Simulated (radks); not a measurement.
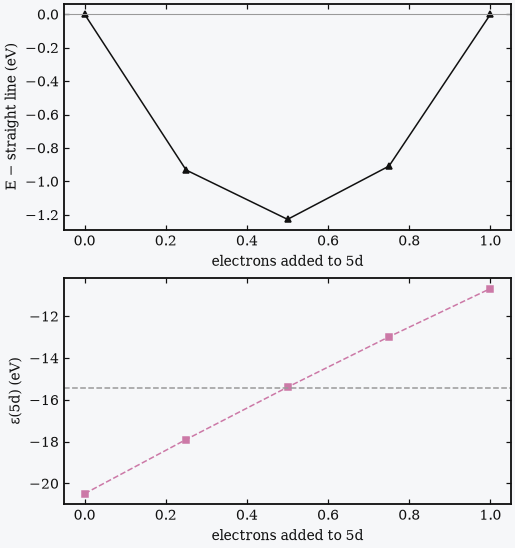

The calculation used the in-house radial solver radks at this level: scalar-relativistic Kohn-Sham, PBE, spin-unpolarised, spherical densities, finite nucleus. The occupation of the 5d shell is varied from Hf²⁺ ([Xe] 4f14 6s2) to Hf⁺ ([Xe] 4f14 5d1 6s2), with spherical fractional occupations. The plot shows the total energy less the straight line between the end points, and the eigenvalue of 5d (the dashed line is minus the energy to take the whole electron out).

Describe the curve.

The curve is convex (below the straight line), with the largest deviation among the points computed, −1.23 eV, at 0.5. The end points differ by 15.5 eV, the energy to take the electron out. The eigenvalue, which is the slope of the energy (Janak's theorem), moves from −20.5 eV at 0 to −10.7 eV at 1; for a straight line it would stay constant, and a parabola would sag by an eighth of this change, scaled to a whole electron, 1.23 eV. Convexity is the mark of the delocalisation error, which puts fractional charges too low; for p, d and f shells the spherical spreading of the fraction adds to it.
